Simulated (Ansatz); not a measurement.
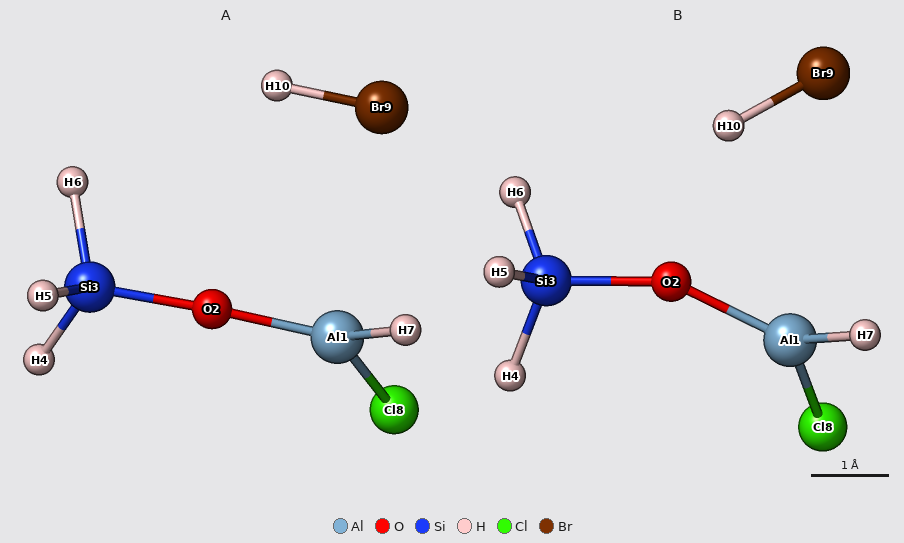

Two geometries of AlSiH5OBrCl, drawn at one scale. One is the start of a relaxation, the other its converged end. The picture is a ball-and-stick view, seen at a tilt.

Theory: RHF/def2-SVP (Ansatz). Set-up: no spin polarisation; force threshold 0.03 eV/Å; at most 50 steps.

Which one is relaxed?

Structure A is the relaxed one. The run prepares an end point of a later path (reaction) calculation, from a guessed geometry. The atom that moves furthest after the best rigid fit is H10 (0.81 Å). By element the largest moves are H 0.81 Å, Br 0.47 Å, Cl 0.38 Å, O 0.37 Å, Si 0.13 Å, Al 0.07 Å. Among the contacts that change: Al1–Br9 3.608 → 3.181 Å, Br9–H10 1.492 → 1.410 Å, Al1–O2 1.741 → 1.686 Å, O2–Si3 1.645 → 1.632 Å. Among the angles between lasting bonds that change: Al1–O2–Si3 153.3° → 175.3°, H7–Al1–Cl8 121.6° → 119.5°. After 22 accepted moves (26 points after the start) the energy has fallen by 20.2 kJ/mol. Largest force component: 1.5 eV/Å at the start, 0.0037 eV/Å at the end. The line search rejected the trial steps at points 8, 15, 19, 21 of the run. The forces were under the threshold at step 18, but the run went on from there. Cost: 71 s on 4 threads of Intel(R) Xeon(R) Platinum 8259CL CPU @ 2.50GHz (Skylake/Cascade Lake) (shared host), peak memory 0.34 GiB.

Limits of the set-up: the start holds two separate molecules, 2.2 Å apart at their closest, whose relative position is a soft coordinate and is computed without a dispersion correction; Hartree-Fock leaves out electron correlation.
